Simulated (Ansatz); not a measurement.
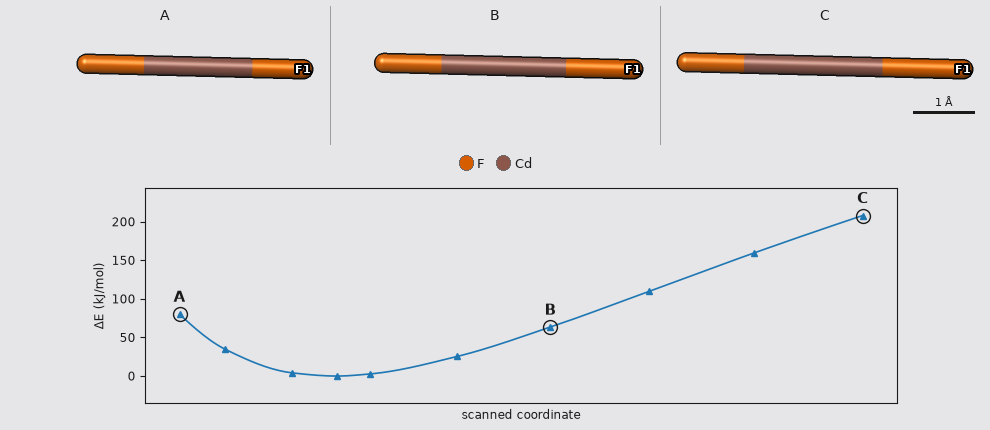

A scan of CdF2 along one coordinate. Style: stick. Shown from a free direction.

Computed with Ansatz: PBE0-D4, basis def2-TZVPP, on geometries moved rigidly from the minimum at PBE0-D4/def2-TZVP. Elements past krypton carry the basis set's effective core potentials. Energies are counted from the PBE0-D4/def2-TZVP minimum geometry at the same level.

### What is being scanned?

One F–Cd bond length is varied, with the rest of the molecule carried along rigidly. In the frames the distance is 1.691 Å (A), 2.233 Å (B), 2.690 Å (C). The lowest computed point lies at the distance 1.921 Å (0.0 kJ/mol). The end points stand at 80.2 kJ/mol (1.691 Å) and 208.1 kJ/mol (2.690 Å). The curvature at the lowest point is about 22 eV/Å² (3.6 mdyn/Å). The well is steeper on the short side, as for any bond.
